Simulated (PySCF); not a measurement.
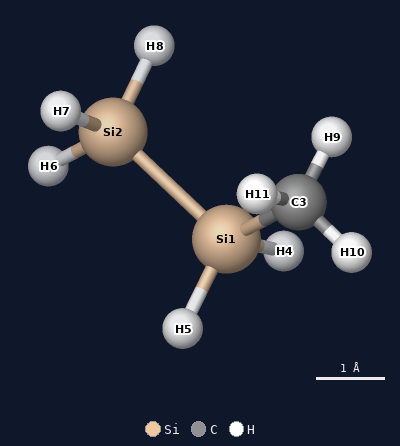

Figure 1. The structure as given in the input (ball-and-stick view, seen at a tilt; atoms are numbered from 1 in the order of the input). Bond lengths as drawn: C–H 1.10 Å, C–Si 1.89 Å, H–Si 1.50 Å and Si–Si 2.35 Å.

**Excited-state calculation of CH8Si2**

System: CH8Si2.
Method: TDDFT CAM-B3LYP/def2-SVPD, vertical, gas phase, core orbitals frozen in the response (PySCF 2.14.0).

The geometry comes from this level: PBE0-D3(BJ)/def2-SVP.

## Output
```
coarse grid: 9296 points
cycle   1  E = -621.5681361905  dE = -2.824e-01  |g| = 2.342e-01  |ddm| = 3.351e+00
cycle   2  E = -621.5757749169  dE = -7.639e-03  |g| = 1.819e-01  |ddm| = 4.783e-01
cycle   3  E = -621.5846222938  dE = -8.847e-03  |g| = 2.515e-02  |ddm| = 2.187e-01
cycle   4  E = -621.5848310478  dE = -2.088e-04  |g| = 5.875e-03  |ddm| = 6.091e-02
cycle   5  E = -621.5848433954  dE = -1.235e-05  |g| = 7.680e-04  |ddm| = 1.299e-02
cycle   6  E = -621.5848436977  dE = -3.023e-07  |g| = 1.473e-04  |ddm| = 2.404e-03
final grid: 78040 points
cycle   7  E = -621.6667749780  dE = -8.056e-06  |g| = 1.801e-03  |ddm| = 2.617e-02
cycle   8  E = -621.6667750947  dE = -1.167e-07  |g| = 1.705e-03  |ddm| = 4.764e-03
cycle   9  E = -621.6667758481  dE = -7.534e-07  |g| = 5.566e-05  |ddm| = 1.698e-03
cycle  10  E = -621.6667758495  dE = -1.437e-09  |g| = 1.900e-05  |ddm| = 2.040e-04
cycle  11  E = -621.6667758497  dE = -1.573e-10  |g| = 3.615e-06  |ddm| = 4.022e-05
```

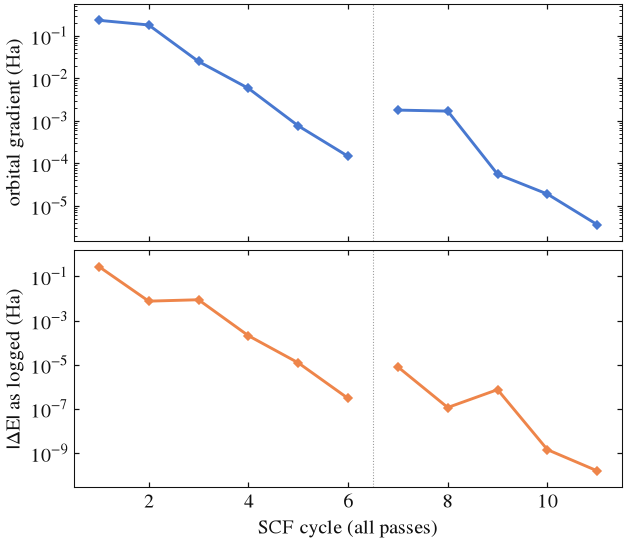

Figure 2. Convergence of the self-consistent field: orbital gradient and size of the energy change against the SCF cycle. The dotted line marks the change from a coarse to the final integration grid. The first 6 cycles use a coarse grid, the final grid takes over at cycle 7, and the field converges after 11 cycles in all.

```
converged SCF energy = -621.6667758497

Static polarisability (au): isotropic 73.286, principal 64.573 69.947 85.339

Singlet excitations
state   eV       nm        f      main configurations
  1   7.1262    174.0   0.03264   H->L 0.82
  2   7.4524    166.4   0.02643   H->L+3 0.86
  3   7.6021    163.1   0.01002   H->L+1 0.60, H->L+2 0.20
  4   8.0022    154.9   0.47097   H->L+2 0.59, H->L+1 0.29
  5   8.1416    152.3   0.00602   H->L+4 0.89
  6   8.3635    148.2   0.16866   H-1->L 0.77

Triplet excitations (Tamm-Dancoff, eV): 6.3610 6.5202
Vertical ionisation energy (delta-SCF) = 10.1591 eV
```

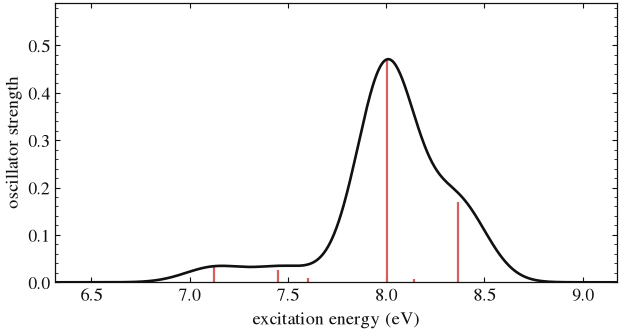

Figure 3. Computed excitations as sticks (degenerate states added up, dark ones marked on the axis), with a Gaussian envelope of 0.35 eV full width at half maximum, scaled to the tallest. Of the 6 states the lowest lies at 7.13 eV (f = 0.033); the strongest line is at 8.00 eV, or 155 nm (f = 0.471).

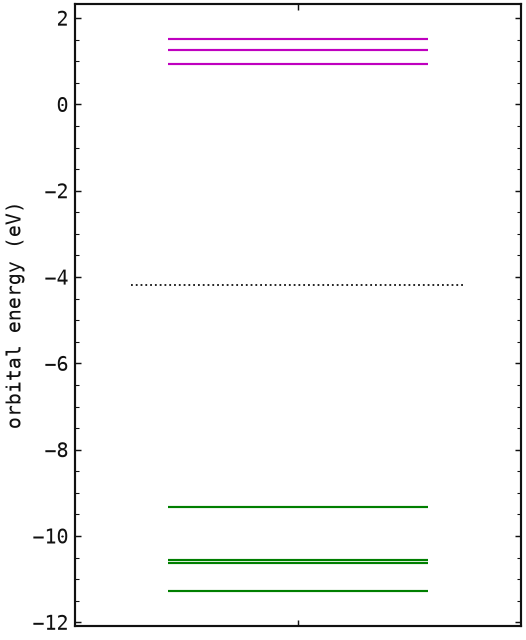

Figure 4. Orbital energies near the frontier; the dotted line parts filled from empty levels, and levels within 0.02 eV of each other stand side by side. Highest filled −9.32 eV, lowest empty 0.94 eV, 10.26 eV apart.

This output came from the following input.

## Input file
```
{"job": {"kind": "uv", "xc": "CAM-B3LYP", "basis": "def2-SVPD", "nstates": 6, "ntriplets": 2, "ip": true}, "charge": 0, "multiplicity": 1}
Si    -0.327827    -0.600352    -0.598347
Si     1.784819     0.232314    -0.004291
C     -1.676051     0.151981     0.483866
H     -0.316204    -2.091649    -0.454654
H     -0.584569    -0.287112    -2.040737
H      2.837474    -0.221108    -0.965972
H      1.767155     1.729764     0.005428
H      2.163390    -0.235147     1.366867
H     -1.501329    -0.085143     1.544458
H     -2.665411    -0.240251     0.203254
H     -1.696416     1.246933     0.375679
```

The first line tells a small driver script what to run in PySCF; the rest is the geometry in Å.

Launch command:
```bash
OMP_NUM_THREADS=1 python <driver script> task.json out
```

## Key numbers

```tsv
quantity	value
outcome	converged
total energy	−621.666776 hartree
HOMO	−9.32 eV
LUMO	0.94 eV
dipole moment	0.84 D
mean polarisability	73.29 a.u.
vertical ionisation energy	10.16 eV
lowest singlet excitation	7.13 eV
hardware	1 CPU thread, shared host
wall time	31 s
peak memory	0.6 GiB
```
